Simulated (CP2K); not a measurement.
**GFN0-xTB run of CH3AlF2 (SMILES [CH3][Al]([F])[F])**

What is the energy difference between two shapes of CH3AlF2 at GFN0-xTB? 

The results are computed with CP2K 2026.2.

3 further runs of the same task are left out: 3 set aside as unsound or not needed.

**1. Starting point**

The species is CH3AlF2 (7 atoms), meant as a singlet with charge 0. SMILES: `[CH3][Al]([F])[F]`. The coordinates come from a PBE0-D4/def2-TZVP relaxation.

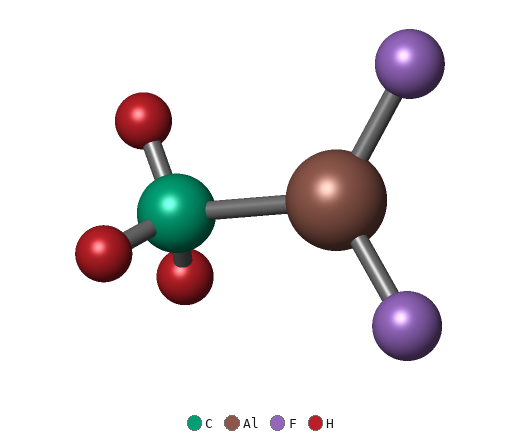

Viewed from a chosen angle; carbon teal, aluminium brown, fluorine purple, hydrogen red.

**2. Energy and gradient at GFN0-xTB**

calc.inp

```
&FORCE_EVAL
 METHOD Quickstep
 &DFT
  CHARGE 0
  MULTIPLICITY 1
  # Quickstep
  &QS
   METHOD XTB
   EPS_DEFAULT 1.0E-10
   &XTB
    GFN_TYPE 0
    CHECK_ATOMIC_CHARGES F
   &END XTB
  &END QS
  &POISSON
   PERIODIC NONE
   POISSON_SOLVER ANALYTIC
  &END POISSON
  # self-consistent field
  &SCF
   SCF_GUESS ATOMIC
   EPS_SCF 1.0E-07
   MAX_SCF 150
   ADDED_MOS 4
   &DIAGONALIZATION
    ALGORITHM STANDARD
   &END DIAGONALIZATION
   &MIXING
    METHOD DIRECT_P_MIXING
    ALPHA 0.4
   &END MIXING
  &END SCF
  # extra output
  &PRINT
   &MOMENTS
    PERIODIC F
    REFERENCE COM
    MAX_MOMENT 1
   &END MOMENTS
   &MO ON
    ENERGIES T
    OCCUPATION_NUMBERS T
    NDIGITS 6
    &EACH
     QS_SCF 0
    &END EACH
    ADD_LAST NUMERIC
   &END MO
   &HIRSHFELD OFF
   &END HIRSHFELD
  &END PRINT
 &END DFT
 # atoms, cell and kinds
 &SUBSYS
  &CELL
   ABC [angstrom] 14.6 15.7 14.3
   PERIODIC NONE
  &END CELL
  &COORD
   C      6.827700     9.132450     6.731600
   Al     7.374400     7.350350     7.215800
   F      8.594500     7.087050     8.285800
   F      6.657900     6.008950     6.591700
   H      6.005500     9.122550     6.014200
   H      6.507900     9.691050     7.615400
   H      7.662400     9.685450     6.292100
  &END COORD
 &END SUBSYS
 &PRINT
  &FORCES ON
  &END FORCES
 &END PRINT
&END FORCE_EVAL
&GLOBAL
 PROJECT calc
 RUN_TYPE ENERGY_FORCE
 PRINT_LEVEL MEDIUM
&END GLOBAL
```

On the command line:

```
$ OMP_NUM_THREADS=1 cp2k.psmp -i calc.inp -o calc.out
```

Standard output:

```text
CP2K| version string:                                       CP2K version 2026.2
[...]
 GLOBAL| Method name                                                        CP2K
[...]
 GLOBAL| Run type                                                   ENERGY_FORCE
[...]
                             - Atoms:                                          7
[...]
                             - Spherical basis functions:                     27
[...]
 Number of electrons:                                                         24
[...]
 TB_DIPOLE| Moment [Debye]         -0.35185060       1.08094315      -0.31146521
 TB_DIPOLE| Derivative [a.u.]       0.00000000       0.00000000       0.00000000
[...]
 ENERGY| Total FORCE_EVAL ( QS ) energy [hartree]            -12.913605240661534
 FORCES| Atomic forces [hartree/bohr]
 FORCES|   Atom     x               y               z               |f|
 FORCES|      1  1.94503901E-03 -3.21939990E-03  1.63349339E-03   4.10073324E-03
 FORCES|      2 -2.57328765E-03  8.48406686E-03 -2.27700882E-03   9.15346759E-03
 FORCES|      3  9.53866545E-03 -3.39629644E-03  8.36689660E-03   1.31349125E-02
 FORCES|      4 -4.81791757E-03 -1.16102092E-02 -4.19136064E-03   1.32505393E-02
 FORCES|      5 -1.00777907E-03  4.32885802E-03 -8.92731195E-04   4.53338719E-03
 FORCES|      6 -1.58884317E-03  2.72727573E-03 -1.25488063E-03   3.39664260E-03
 FORCES|      7 -1.49587701E-03  2.68570490E-03 -1.38440871E-03   3.37153471E-03
 FORCES| Sum     6.93889390E-18 -8.23993651E-18  2.40259201E-16
 FORCES| Total atomic force                                       2.40500579E-16
[...]
```

It took 0.43 s on 1 thread of Arm Neoverse N1, shared host; peak memory 0.14 GiB.

**3. The distorted shape**

run.inp

```
&GLOBAL
 PROJECT_NAME run
 RUN_TYPE ENERGY_FORCE
 PRINT_LEVEL MEDIUM
&END GLOBAL

&FORCE_EVAL
 METHOD Quickstep
 &DFT
  &QS
   METHOD XTB
   EPS_DEFAULT 1.0E-10
   &XTB
    GFN_TYPE 0
    CHECK_ATOMIC_CHARGES F
   &END XTB
  &END QS
  &POISSON
   PERIODIC NONE
   POISSON_SOLVER ANALYTIC
  &END POISSON
  &SCF
   SCF_GUESS ATOMIC
   EPS_SCF 1.0E-07
   MAX_SCF 150
   ADDED_MOS 4
   &DIAGONALIZATION
    ALGORITHM STANDARD
   &END DIAGONALIZATION
   &MIXING
    METHOD DIRECT_P_MIXING
    ALPHA 0.4
   &END MIXING
  &END SCF
  &PRINT
   &MOMENTS
    PERIODIC F
    REFERENCE COM
    MAX_MOMENT 1
   &END MOMENTS
   &MO ON
    ENERGIES T
    OCCUPATION_NUMBERS T
    NDIGITS 6
    &EACH
     QS_SCF 0
    &END EACH
    ADD_LAST NUMERIC
   &END MO
   &HIRSHFELD OFF
   &END HIRSHFELD
  &END PRINT
 &END DFT
 &SUBSYS
  &CELL
   ABC 14.6 15.7 14.4
   PERIODIC NONE
  &END CELL
  &COORD
   C      6.770120     9.102460     6.800611
   Al     7.325720     7.319470     7.363136
   F      8.617552     7.004668     8.375841
   F      6.682809     6.020678     6.744215
   H      5.982448     9.076048     6.024159
   H      6.539832     9.600756     7.718822
   H      7.660183     9.679322     6.440252
  &END COORD
 &END SUBSYS
 &PRINT
  &FORCES ON
  &END FORCES
 &END PRINT
&END FORCE_EVAL
```

On the command line:

```
$ OMP_NUM_THREADS=1 cp2k.psmp run.inp > run.out
```

Standard output:

```text
CP2K| version string:                                       CP2K version 2026.2
[...]
 GLOBAL| Method name                                                        CP2K
[...]
 GLOBAL| Run type                                                   ENERGY_FORCE
[...]
                             - Atoms:                                          7
[...]
                             - Spherical basis functions:                     27
[...]
 Number of electrons:                                                         24
[...]
 TB_DIPOLE| Moment [Debye]         -0.82793926       0.87823349      -0.20570553
 TB_DIPOLE| Derivative [a.u.]       0.00000000       0.00000000       0.00000000
[...]
 ENERGY| Total FORCE_EVAL ( QS ) energy [hartree]            -12.905809303566569
 FORCES| Atomic forces [hartree/bohr]
 FORCES|   Atom     x               y               z               |f|
 FORCES|      1  2.42370907E-02 -1.03790279E-02 -1.66508696E-02   3.11835252E-02
 FORCES|      2  2.24064904E-02  4.36424480E-02  1.80807670E-02   5.22841105E-02
 FORCES|      3  4.91793868E-04  4.37497604E-05  1.08076312E-03   1.18820207E-03
 FORCES|      4 -2.23886678E-02 -4.73398540E-02 -2.07617360E-02   5.63326185E-02
 FORCES|      5  5.33580392E-03  1.00504571E-02  1.20596288E-02   1.65806254E-02
 FORCES|      6 -1.68855465E-02  1.09276655E-02  9.03029366E-03   2.20472619E-02
 FORCES|      7 -1.31969646E-02 -6.94543841E-03 -2.83884696E-03   1.51808445E-02
 FORCES| Sum    -8.67361738E-18 -1.01481323E-16  8.63024929E-17
 FORCES| Total atomic force                                       1.33498355E-16
[...]
```

Wall time 0.45 s (1 thread of Arm Neoverse N1, shared host); peak memory 0.14 GiB.

**4. What came out**

At GFN0-xTB:

| quantity | value |
| --- | --- |
| first shape: total energy | -12.91361 Eh |
| first shape: dipole moment (from atomic charges alone) | 1.18 D |
| first shape: HOMO energy | -11.65 eV |
| first shape: LUMO energy | -6.49 eV |
| first shape: HOMO–LUMO gap | 5.16 eV |
| first shape: dispersion energy | -2.63 kJ/mol |
| first shape: largest force on an atom | 0.681 eV/Å |
| distorted shape: total energy | -12.90581 Eh |
| distorted shape: dipole moment (from atomic charges alone) | 1.22 D |
| distorted shape: HOMO energy | -11.57 eV |
| distorted shape: LUMO energy | -6.49 eV |
| distorted shape: HOMO–LUMO gap | 5.08 eV |
| distorted shape: dispersion energy | -2.63 kJ/mol |
| distorted shape: largest force on an atom | 2.897 eV/Å |
| energy change with the atoms displaced | 0.212 eV |

With the atoms displaced the energy rises by 0.21 eV (20.5 kJ/mol). The first shape isn't relaxed at this level, so the change isn't measured from a minimum. The largest force (first shape) is 0.68 eV/Å: the shape isn't a stationary point for this species at this level. The dipole (first shape) comes from point charges on the atoms alone, without atomic dipoles, so it is partial. The dipole (distorted shape) comes from point charges on the atoms alone, without atomic dipoles, so it is partial.
